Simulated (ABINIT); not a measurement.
# Quasiparticle gap of CdS (Hawleyite) in ABINIT, part 2 of 3

Aim: the G0W0 gap of CdS (Hawleyite) on PBE, step by step.

ABINIT 10.8.3; PBE and many-body steps on it, plane waves. Known limits of the many-body steps: not at the basis limit; no spin-orbit coupling; coarse k mesh.

So far. Step 2 (Ground state): The gap is direct, at Γ.

### 3. Bands along the symmetry lines

Level of this step: DFT, PBE, plane waves, norm-conserving pseudopotentials (ABINIT).

Levels along a band path, at the cheap level, show where the edges lie and whether the meshes to come will hold them.

run.abi

```
acell 3*1.0 Angstrom
rprim 
  -0.000000000000 2.916500000000 2.916500000000
  2.916500000000 0.000000000000 2.916500000000
  2.916500000000 2.916500000000 -0.000000000000
ntypat 2
znucl 48 16
natom 2
typat 1 2
xred 
  0.000000000000 0.000000000000 0.000000000000
  0.250000000000 0.250000000000 0.250000000000
pp_dirpath "pseudos"
pseudos "Cd.upf, S.upf"
ecut 47
iscf -2
irdden 1
kptopt 0
nkpt 50
kpt 
  0.00000000 0.00000000 0.00000000
  -0.06250000 -0.06250000 0.00000000
  -0.12500000 -0.12500000 0.00000000
  -0.18750000 -0.18750000 0.00000000
  -0.25000000 -0.25000000 0.00000000
  -0.31250000 -0.31250000 0.00000000
  -0.37500000 -0.37500000 0.00000000
  -0.43750000 -0.43750000 0.00000000
  -0.50000000 -0.50000000 0.00000000
  -0.48437500 -0.48437500 0.03125000
  -0.46875000 -0.46875000 0.06250000
  -0.45312500 -0.45312500 0.09375000
  -0.43750000 -0.43750000 0.12500000
  -0.42187500 -0.42187500 0.15625000
  -0.40625000 -0.40625000 0.18750000
  -0.39062500 -0.39062500 0.21875000
  -0.37500000 -0.37500000 0.25000000
  -0.37500000 0.00000000 0.37500000
  -0.32812500 0.00000000 0.32812500
  -0.28125000 0.00000000 0.28125000
  -0.23437500 0.00000000 0.23437500
  -0.18750000 0.00000000 0.18750000
  -0.14062500 0.00000000 0.14062500
  -0.09375000 0.00000000 0.09375000
  -0.04687500 0.00000000 0.04687500
  0.00000000 0.00000000 0.00000000
  0.00000000 0.00000000 0.06250000
  0.00000000 0.00000000 0.12500000
  0.00000000 0.00000000 0.18750000
  0.00000000 0.00000000 0.25000000
  0.00000000 0.00000000 0.31250000
  0.00000000 0.00000000 0.37500000
  0.00000000 0.00000000 0.43750000
  0.00000000 0.00000000 0.50000000
  -0.06250000 -0.03125000 0.46875000
  -0.12500000 -0.06250000 0.43750000
  -0.18750000 -0.09375000 0.40625000
  -0.25000000 -0.12500000 0.37500000
  -0.31250000 -0.15625000 0.34375000
  -0.37500000 -0.18750000 0.31250000
  -0.43750000 -0.21875000 0.28125000
  -0.50000000 -0.25000000 0.25000000
  -0.50000000 -0.28125000 0.21875000
  -0.50000000 -0.31250000 0.18750000
  -0.50000000 -0.34375000 0.15625000
  -0.50000000 -0.37500000 0.12500000
  -0.50000000 -0.40625000 0.09375000
  -0.50000000 -0.43750000 0.06250000
  -0.50000000 -0.46875000 0.03125000
  -0.50000000 -0.50000000 0.00000000
istwfk *1
nband 20
nbdbuf 2
tolwfr 1e-08
nstep 40
prtwf 0
prtvol 0
indata_prefix "in"
outdata_prefix "out"
tmpdata_prefix "tmp"
```

Run with:

```console
$ OMP_NUM_THREADS=1 mpirun -n 4 abinit run.abi > log
```

Numbers of over 12 decimals in the logs are rounded to 6 here.

Log:

```text
.Version 10.8.3 of ABINIT. v10.8.2 released Aug 2026.

 Symmetries : space group F-4 3 m (#216); Bravais cF (face-center cubic)
[... echo of the input left out ...]
== DATASET  1 ==================================================================
-   mpi_nproc: 4, omp_nthreads: 1 (-1 if OMP is not activated)

--- !DatasetInfo
iteration_state: {dtset: 1, }
dimensions: {natom: 2, nkpt: 50, mband: 20, nsppol: 1, nspinor: 1, nspden: 1, mpw: 5180, }
cutoff_energies: {ecut:  47.0, pawecutdg:  -1.0, }
electrons: {nelect:   2.60000000E+01, charge:   0.00000000E+00, occopt:   1.00000000E+00, tsmear:   1.00000000E-02, }

 Real(R)+Recip(G) space primitive vectors, cartesian coordinates (Bohr,Bohr^-1):
 R(1)=  0.0000000  5.5113862  5.5113862  G(1)= -0.0907213  0.0907213  0.0907213
 R(2)=  5.5113862  0.0000000  5.5113862  G(2)=  0.0907213 -0.0907213  0.0907213
 R(3)=  5.5113862  5.5113862  0.0000000  G(3)=  0.0907213  0.0907213 -0.0907213
 Unit cell volume ucvol=  3.3482088E+02 bohr^3
 Angles (23,13,12)=  6.00000000E+01  6.00000000E+01  6.00000000E+01 degrees

 getcut: wavevector=  0.0000  0.0000  0.0000  ngfft=  50  50  50
         ecut(hartree)=     47.000   => boxcut(ratio)=   2.07948

--- Pseudopotential description ------------------------------------------------
- Cd Generated using ONCVPSP code by D. R. Hamann
- 48.00000  20.00000  171031                  znucl, zion, pspdat
12 -101130 2 -1 1368                          pspcod,pspxc,lmax,lloc,mmax
     nproj     2     2     2
  pspatm : epsatm=   23.16453630
         --- l  ekb(1:nproj) -->
             0   51.917189    3.534234
             1    8.636196    1.282240
             2    0.687672   -0.678465
 pspatm: atomic psp has been read  and splines computed

- S Generated using ONCVPSP code by D. R. Hamann
- 16.00000   6.00000  171031                  znucl, zion, pspdat
12 -101130 2 -1 1146                          pspcod,pspxc,lmax,lloc,mmax
     nproj     2     2     2
  pspatm : epsatm=    9.01821529
         --- l  ekb(1:nproj) -->
[...]
pspatm: atomic psp has been read  and splines computed

--------------------------------------------------------------------------------

================================================================================
 prteigrs : about to open file out_EIG
 Non-SCF case, kpt    1 (  0.00000  0.00000  0.00000), residuals and eigenvalues=
  2.71E-09  8.13E-10  6.41E-09  9.42E-09  9.50E-09  1.53E-09  2.58E-09  6.69E-09
  1.68E-09  7.04E-09  1.61E-09  3.16E-09  8.68E-09  4.34E-09  2.24E-09  2.33E-09
  3.32E-09  9.32E-09  1.44E-08  6.84E-09
 -3.5644E+00 -2.1335E+00 -2.1335E+00 -2.1335E+00 -2.9393E-01 -1.2336E-01
 -1.2336E-01 -1.2336E-01 -1.0576E-01 -1.0576E-01  1.6045E-01  1.6045E-01
  1.6045E-01  2.0252E-01  4.0047E-01  4.0047E-01  4.0047E-01  5.7871E-01
  5.7871E-01  5.8125E-01
 Non-SCF case, kpt    2 ( -0.06250 -0.06250  0.00000), residuals and eigenvalues=
[...]
5.7949E-01  5.9359E-01
 Non-SCF case, kpt    3 ( -0.12500 -0.12500  0.00000), residuals and eigenvalues=
[...]
9.82E-09  5.91E-09  7.00E-07  2.45E-05
[...]
5.8178E-01  6.2573E-01
[...]
Non-SCF case, kpt   49 ( -0.50000 -0.46875  0.03125), residuals and eigenvalues=
[...]
6.0945E-01  6.4764E-01
 Non-SCF case, kpt   50 ( -0.50000 -0.50000  0.00000), residuals and eigenvalues=
[...]
-1.1053E-01 -1.1053E-01 -1.0256E-01 -8.9412E-02  1.5419E-02  9.1543E-02
  9.1543E-02  2.9122E-01  3.2049E-01  4.9848E-01  5.5635E-01  5.5635E-01
  6.0497E-01  6.4777E-01

--- !ResultsGS
iteration_state: {dtset: 1, }
comment   : Summary of ground state results
lattice_vectors:
- [ -0.0000000,   5.5113862,   5.5113862, ]
- [  5.5113862,   0.0000000,   5.5113862, ]
- [  5.5113862,   5.5113862,  -0.0000000, ]
lattice_lengths: [   7.79428,    7.79428,    7.79428, ]
lattice_angles: [ 60.000,  60.000,  60.000, ] # degrees, (23, 13, 12)
lattice_volume:   3.3482088E+02
convergence: {deltae:  0.000E+00, res2:  0.000E+00, residm:  9.999E-09, diffor:  0.000E+00, }
etotal    :  -1.86417562E+02
entropy   :   0.00000000E+00
fermie    :   1.60449132E-01
cartesian_stress_tensor: null
pressure_GPa: null
xred      :
- [  0.0000E+00,   0.0000E+00,   0.0000E+00, Cd]
- [  2.5000E-01,   2.5000E-01,   2.5000E-01,  S]
cartesian_forces: null
force_length_stats: {min: null, max: null, mean: null, }

 Integrated electronic density in atomic spheres:
 ------------------------------------------------
 Atom  Sphere_radius  Integrated_density
[...]
================================================================================

 ----iterations are completed or convergence reached----

 Mean square residual over all n,k,spin=   49.830E-10; max=  99.989E-10
 reduced coordinates (array xred) for    2 atoms
       0.000000000000      0.000000000000      0.000000000000
       0.250000000000      0.250000000000      0.250000000000

 cartesian coordinates (angstrom) at end:
[...]
length scales=  1.889726125908  1.889726125908  1.889726125908 bohr
              =  1.000000000000  1.000000000000  1.000000000000 angstroms
 prteigrs : about to open file out_EIG
 Eigenvalues (hartree) for nkpt=  50  k points:
 kpt#   1, nband= 20, wtk=  1.00000, kpt=  0.0000  0.0000  0.0000 (reduced coord)
[...]
kpt#   2, nband= 20, wtk=  1.00000, kpt= -0.0625 -0.0625  0.0000 (reduced coord)
[...]
kpt#   3, nband= 20, wtk=  1.00000, kpt= -0.1250 -0.1250  0.0000 (reduced coord)
[...]
kpt#  49, nband= 20, wtk=  1.00000, kpt= -0.5000 -0.4687  0.0313 (reduced coord)
[...]
0.54874    0.55682    0.60945    0.64764
 kpt#  50, nband= 20, wtk=  1.00000, kpt= -0.5000 -0.5000  0.0000 (reduced coord)
  -3.56438   -2.13353   -2.13352   -2.13352   -0.27338   -0.11552   -0.11053   -0.11053
  -0.10256   -0.08941    0.01542    0.09154    0.09154    0.29122    0.32049    0.49848
   0.55635    0.55635    0.60497    0.64777

== END DATASET(S) ==============================================================
================================================================================

 -outvars: echo values of variables after computation  --------
            nband          20
             nkpt          50
          spgroup         216
 [... the other variables as echoed above ...]

 Calculation completed.
```

Elapsed: 6 min, on 4 MPI ranks of Intel Xeon at 2.80GHz (Skylake/Cascade Lake), shared host; peak memory 0.37 GiB.

Numbers from this step:

* gap: 1.145 eV
* k of the valence top: 0, 0, 0
* k of the conduction bottom: 0, 0, 0
* least direct gap: 1.145 eV

The gap is 1.145 eV, as in the run before at this level.

Electronic bands along the path, in eV, zero at the top of the highest filled band:

```tsv
point	band 10	band 11	band 12	band 13	band 14	band 15	band 16	band 17
Γ	-7.24	0.00	0.00	0.00	1.14	6.53	6.53	6.53
X	-6.80	-3.95	-1.88	-1.88	3.56	4.35	9.20	10.77
U	-6.67	-3.93	-2.53	-1.52	4.24	5.45	8.48	9.01
jump to K	-6.67	-3.93	-2.53	-1.52	4.24	5.45	8.48	9.01
Γ	-7.24	0.00	0.00	0.00	1.14	6.53	6.53	6.53
L	-6.86	-4.39	-0.75	-0.75	3.01	7.00	7.00	7.46
W	-6.61	-3.89	-2.26	-2.18	5.42	5.43	7.23	8.04
X	-6.80	-3.95	-1.88	-1.88	3.56	4.35	9.20	10.77
```

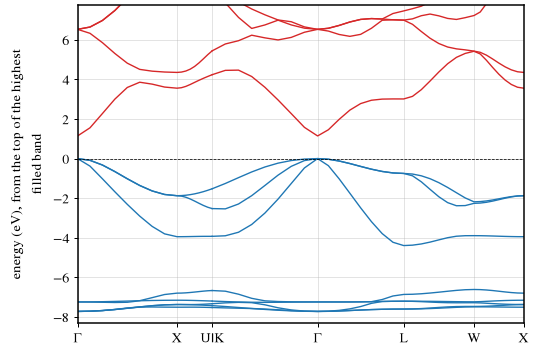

Electronic bands along the path; lines of filled and empty bands in two colours.

### 4. Empty states on the mesh, 4×4×4 mesh, 62 bands

The sums over transitions need many empty states on a uniform mesh; this step solves for them.

run.abi

```
acell 3*1.0 Angstrom
rprim 
  -0.000000000000 2.916500000000 2.916500000000
  2.916500000000 0.000000000000 2.916500000000
  2.916500000000 2.916500000000 -0.000000000000
ntypat 2
znucl 48 16
natom 2
typat 1 2
xred 
  0.000000000000 0.000000000000 0.000000000000
  0.250000000000 0.250000000000 0.250000000000
pp_dirpath "pseudos"
pseudos "Cd.upf, S.upf"
ecut 47
ngkpt 4 4 4
nshiftk 1
shiftk 0 0 0
kptopt 1
chksymbreak 0
iscf -2
irdden 1
istwfk *1
nband 62
nbdbuf 4
tolwfr 1e-09
nstep 60
prtvol 0
indata_prefix "in"
outdata_prefix "out"
tmpdata_prefix "tmp"
```

Log:

```text
.Version 10.8.3 of ABINIT. v10.8.2 released Aug 2026.

 Symmetries : space group F-4 3 m (#216); Bravais cF (face-center cubic)
[... echo of the input left out ...]
== DATASET  1 ==================================================================
-   mpi_nproc: 4, omp_nthreads: 1 (-1 if OMP is not activated)

--- !DatasetInfo
iteration_state: {dtset: 1, }
dimensions: {natom: 2, nkpt: 8, mband: 62, nsppol: 1, nspinor: 1, nspden: 1, mpw: 5180, }
cutoff_energies: {ecut:  47.0, pawecutdg:  -1.0, }
electrons: {nelect:   2.60000000E+01, charge:   0.00000000E+00, occopt:   1.00000000E+00, tsmear:   1.00000000E-02, }

 Real(R)+Recip(G) space primitive vectors, cartesian coordinates (Bohr,Bohr^-1):
 R(1)=  0.0000000  5.5113862  5.5113862  G(1)= -0.0907213  0.0907213  0.0907213
 R(2)=  5.5113862  0.0000000  5.5113862  G(2)=  0.0907213 -0.0907213  0.0907213
 R(3)=  5.5113862  5.5113862  0.0000000  G(3)=  0.0907213  0.0907213 -0.0907213
 Unit cell volume ucvol=  3.3482088E+02 bohr^3
 Angles (23,13,12)=  6.00000000E+01  6.00000000E+01  6.00000000E+01 degrees

 getcut: wavevector=  0.0000  0.0000  0.0000  ngfft=  50  50  50
         ecut(hartree)=     47.000   => boxcut(ratio)=   2.07948

--- Pseudopotential description ------------------------------------------------
- Cd Generated using ONCVPSP code by D. R. Hamann
- 48.00000  20.00000  171031                  znucl, zion, pspdat
12 -101130 2 -1 1368                          pspcod,pspxc,lmax,lloc,mmax
     nproj     2     2     2
  pspatm : epsatm=   23.16453630
         --- l  ekb(1:nproj) -->
             0   51.917189    3.534234
             1    8.636196    1.282240
             2    0.687672   -0.678465
 pspatm: atomic psp has been read  and splines computed

- S Generated using ONCVPSP code by D. R. Hamann
- 16.00000   6.00000  171031                  znucl, zion, pspdat
12 -101130 2 -1 1146                          pspcod,pspxc,lmax,lloc,mmax
     nproj     2     2     2
  pspatm : epsatm=    9.01821529
         --- l  ekb(1:nproj) -->
[...]
pspatm: atomic psp has been read  and splines computed

--------------------------------------------------------------------------------

================================================================================
 prteigrs : about to open file out_EIG
 Non-SCF case, kpt    1 (  0.00000  0.00000  0.00000), residuals and eigenvalues=
  2.36E-10  5.53E-10  6.51E-10  5.98E-10  7.21E-10  1.67E-10  5.67E-10  9.89E-10
  4.90E-10  3.13E-10  1.04E-10  1.78E-10  5.95E-10  4.92E-10  2.81E-10  5.35E-10
  8.68E-10  3.56E-10  8.06E-10  8.80E-10  2.33E-10  3.88E-10  7.72E-10  4.61E-10
[...]
9.89E-10  6.19E-10  1.44E-06  3.33E-06  7.40E-08  1.31E-04
 -3.5644E+00 -2.1335E+00 -2.1335E+00 -2.1335E+00 -2.9393E-01 -1.2336E-01
 -1.2336E-01 -1.2336E-01 -1.0576E-01 -1.0576E-01  1.6045E-01  1.6045E-01
[...]
1.7456E+00  1.7456E+00  1.7456E+00  1.8469E+00  1.9188E+00  1.9188E+00
  1.9208E+00  1.9794E+00
 prteigrs : prtvol=0 or 1, do not print more k-points.

--- !ResultsGS
iteration_state: {dtset: 1, }
comment   : Summary of ground state results
lattice_vectors:
- [ -0.0000000,   5.5113862,   5.5113862, ]
- [  5.5113862,   0.0000000,   5.5113862, ]
- [  5.5113862,   5.5113862,  -0.0000000, ]
lattice_lengths: [   7.79428,    7.79428,    7.79428, ]
lattice_angles: [ 60.000,  60.000,  60.000, ] # degrees, (23, 13, 12)
lattice_volume:   3.3482088E+02
convergence: {deltae:  0.000E+00, res2:  0.000E+00, residm:  9.989E-10, diffor:  0.000E+00, }
etotal    :  -1.86417562E+02
entropy   :   0.00000000E+00
fermie    :   1.60449132E-01
cartesian_stress_tensor: null
pressure_GPa: null
xred      :
- [  0.0000E+00,   0.0000E+00,   0.0000E+00, Cd]
- [  2.5000E-01,   2.5000E-01,   2.5000E-01,  S]
cartesian_forces: null
force_length_stats: {min: null, max: null, mean: null, }

 Integrated electronic density in atomic spheres:
 ------------------------------------------------
 Atom  Sphere_radius  Integrated_density
[...]
================================================================================

 ----iterations are completed or convergence reached----

 Mean square residual over all n,k,spin=   48.416E-11; max=  99.885E-11
 reduced coordinates (array xred) for    2 atoms
       0.000000000000      0.000000000000      0.000000000000
       0.250000000000      0.250000000000      0.250000000000

 cartesian coordinates (angstrom) at end:
    1      0.000000     0.000000     0.000000
    2      1.458250     1.458250     1.458250
 length scales=  1.889726125908  1.889726125908  1.889726125908 bohr
              =  1.000000000000  1.000000000000  1.000000000000 angstroms
 prteigrs : about to open file out_EIG
 Eigenvalues (hartree) for nkpt=   8  k points:
 kpt#   1, nband= 62, wtk=  0.01563, kpt=  0.0000  0.0000  0.0000 (reduced coord)
[...]
1.49870    1.51317    1.61064    1.61064    1.61064    1.64280    1.64280    1.64280
   1.66692    1.66692    1.66692    1.71571    1.71571    1.71571    1.74556    1.74556
   1.74556    1.84690    1.91882    1.91883    1.92085    1.97942
 prteigrs : prtvol=0 or 1, do not print more k-points.

== END DATASET(S) ==============================================================
================================================================================

 -outvars: echo values of variables after computation  --------
            nband          62
             nkpt           8
          spgroup         216
 [... the other variables as echoed above ...]

 Calculation completed.
```

It took 41 s on 4 MPI ranks; peak memory 0.35 GiB.

This step gave:

| Quantity | Value |
| --- | --- |
| gap | 1.145 eV |
| k of the valence top | 0, 0, 0 |
| k of the conduction bottom | 0, 0, 0 |
| least direct gap | 1.145 eV |
| k points computed | 8 |
| lowest point of the top converged band, above the valence top | 45.89 eV |

On this mesh the gap is 1.145 eV.

### 5. Screening, 4×4×4 mesh, 58 bands, screening to 106.1 eV

The RPA dielectric matrix is built and inverted for each q.

This step: RPA screening on PBE, plane waves, norm-conserving pseudopotentials.

Edit run.abi of step 4 so:

```diff
@@ -20,10 +20,11 @@
 chksymbreak 0
-iscf -2
-irdden 1
 istwfk *1
-nband 62
-nbdbuf 4
-tolwfr 1e-09
-nstep 60
-prtvol 0
+occopt 1
+irdwfk 1
+optdriver 3
+nband 58
+ecuteps 3.9
+inclvkb 2
+awtr 1
+symchi 1
 indata_prefix "in"
```

Log:

```text
.Version 10.8.3 of ABINIT. v10.8.2 released Aug 2026.

 Symmetries : space group F-4 3 m (#216); Bravais cF (face-center cubic)
[... echo of the input left out ...]
== DATASET  1 ==================================================================
-   mpi_nproc: 4, omp_nthreads: 1 (-1 if OMP is not activated)

--- !DatasetInfo
iteration_state: {dtset: 1, }
dimensions: {natom: 2, nkpt: 8, mband: 58, nsppol: 1, nspinor: 1, nspden: 1, mpw: 5180, }
cutoff_energies: {ecut:  47.0, pawecutdg:  -1.0, }
electrons: {nelect:   2.60000000E+01, charge:   0.00000000E+00, occopt:   1.00000000E+00, tsmear:   1.00000000E-02, }

 SCREENING: Calculation of the susceptibility and dielectric matrices

 Based on a program developped by R.W. Godby, V. Olevano, G. Onida, and L. Reining.
 Incorporated in ABINIT by V. Olevano, G.-M. Rignanese, and M. Torrent.
.Using double precision arithmetic ; gwpc =  8

[... cell and pseudopotentials left out ...]
--------------------------------------------------------------------------------

 ==== K-mesh for the wavefunctions ====
 Number of points in the irreducible wedge :     8
[... list of points left out ...]
 Together with 24 symmetry operations and time-reversal symmetry
 yields    64 points in the full Brillouin Zone.

 ==== Q-mesh for the screening function ====
 Number of points in the irreducible wedge :     8
[... list of points left out ...]
 Together with 24 symmetry operations and time-reversal symmetry
 yields    64 points in the full Brillouin Zone.

 setmesh: FFT mesh size selected  =    32x   32x   32
          total number of points  =        32768

 vcoul_init : cutoff-mode = AUXILIARY_FUNCTION
 q-points for optical limit:   1
     1)      0.000010    0.000020    0.000030

- screening: taking advantage of time-reversal symmetry
- Maximum band index for partially occupied states nbvw = 13
- Remaining bands to be divided among processors   nbcw = 45
- Number of bands treated by each node ~11

 Number of electrons calculated from density =   26.0000; Expected =   26.0000
 average of density, n =  0.077653
 r_s =    1.4541
 omega_plasma =   26.8804 [eV]

 calculating chi0 at frequencies [eV] :
  1    0.000000E+00    0.000000E+00
  2    0.000000E+00    2.688042E+01

--------------------------------------------------------------------------------
  q-point number  1        q = ( 0.000000, 0.000000, 0.000000) [r.l.u.]
--------------------------------------------------------------------------------
[... chi0 elements left out ...]
 For q-point:  0.000010 0.000020 0.000030
  dielectric constant =  11.0517
  dielectric constant without local fields =  11.7482

  Average fulfillment of the sum rule on Im[epsilon] for q-point    1 :     42.27  [%]
[... wings left out ...]
  q-point number  2        q = ( 0.250000, 0.000000, 0.000000) [r.l.u.]
--------------------------------------------------------------------------------
[... chi0 elements left out ...]
  Average fulfillment of the sum rule on Im[epsilon] for q-point    2 :     57.22  [%]

 [... 6 further q-points ...]
```

Elapsed: 80 s, on 4 MPI ranks; peak memory 0.84 GiB; 3 min of CPU time.

This step gave:

| Property | Result |
| --- | --- |
| ε∞ with local fields, on this mesh, along the program's q direction | 11.05 |
| the same without local fields | 11.75 |
| plasma frequency | 26.88 eV |
| plane waves in the screening matrix | 137 |

Local fields lower ε∞ by 6 %. On a Γ-centred mesh this coarse the value itself is usually too large, while a short band sum pulls it down.

(Part 2 of 3 ends here.)

[Paths, hosts, dates, memory and timing lines, banners, echoed tables and standing remarks are left out of the program output.]

[Logs are printed without paths, hosts, clocks, repeated set-up lines and the standing remarks that a program may print on its own settings, such as how far it seeks lower states.]

[Runs of the session that timed out or met a known fault of the program may be left out.]

[Hosts, paths, dates, database ids (printed as entryN), source tags and the programs' standing remarks are cut or masked in the printed files.]

[G0W0 gaps are taken among the corrected bands and points alone; a level outside them can change the order at an edge.]

[Where Ansatz stands beside ABINIT at settings called matched, ABINIT's density can come from a denser mesh and the files from another edition; pairs whose starting gaps differed by over 0.03 eV were left out, so agreement reads better than it is.]
